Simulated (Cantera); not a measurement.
Feed: 1 mol Fe3O4, 0.6 mol HCl, 1.7 mol O2, equilibrated at 1880 Torr.

Method: chemical equilibrium by Gibbs-energy minimisation in Cantera with the NASA 1993 tables (ideal gas, pure condensed phases). Candidate condensed phases: Fe, FeCl2, FeCl3, FeO, Fe(OH)2, Fe(OH)3, Fe2O3, Fe3O4, H2O; 22 gas species. Condensed phases not in the tables: FeOCl. Kinetics and transport are ignored.

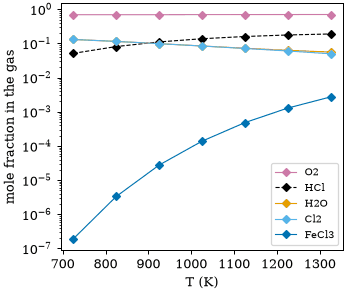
*Equilibrium gas composition (values under 1e-9 drawn at 1e-9)*

Task: Read off the mole fractions at 725 K.

Result: O2 about 0.69, H2O about 0.13, Cl2 about 0.13, HCl about 0.051, FeCl3 about 1.9e-7.
